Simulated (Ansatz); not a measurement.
The starting structures come from a database of crystals and need not be the phases stable at ambient conditions.

 Where the default PAW files enter, the runs use the earlier of Ansatz's two default sets.

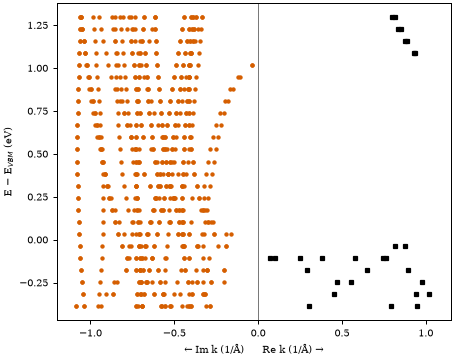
Fig. 1. Complex bands at the centre of the two-dimensional zone; PBEsol (Ansatz, a program for electronic structure)

The gap is the functional's own. No spin-orbit coupling. Mid-gap values are interpolated on the energy grid.

This is Mg(RhO2)2 (Fd-3m, spinel, not sure to be the ambient phase, 14 atoms a cell, 11.2 Å³ an atom, -3 GPa at this level) along the normal of (110). Read off the slowest decay at the centre of the two-dimensional zone at 0.53 eV, the computed energy nearest the middle of the gap.

κ ≈ 0.25 1/Å, a decay length 1/(2κ) of the density of 2.0 Å.
